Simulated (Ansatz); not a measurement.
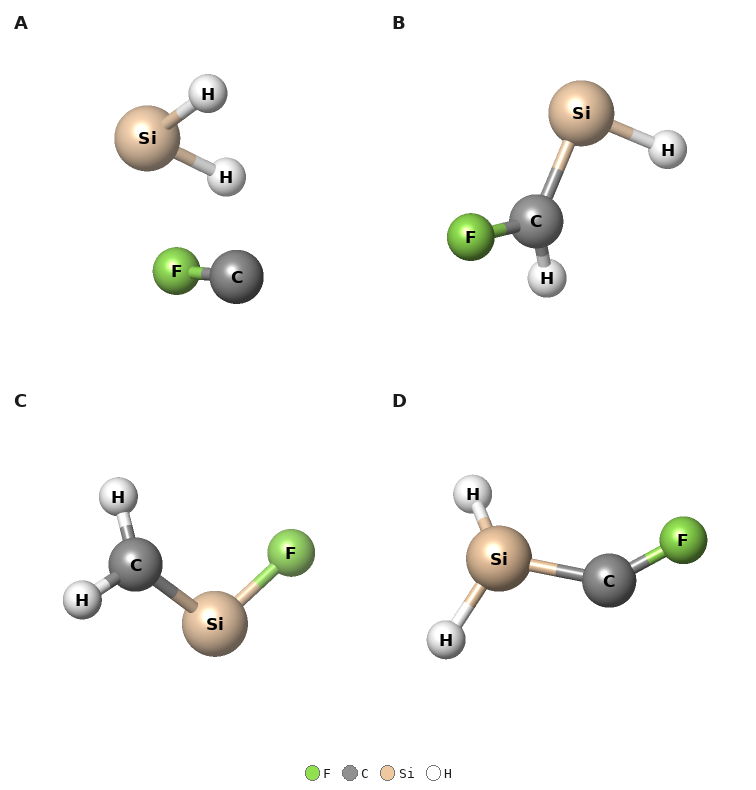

4 stationary structures of one formula. State: neutral, doublet. Geometries: PBE-D4/def2-SVP. Electronic energies: PBE-D4/def2-SVP (Ansatz 0.2.0), without zero-point energy. No frequency run is at hand to confirm each as a minimum.

> Which structure is the most stable?

C is lowest (C1); B lies 174.1 kJ/mol above it (C1), D lies 260.1 kJ/mol above it (C1), A lies 550.6 kJ/mol above it (C1).
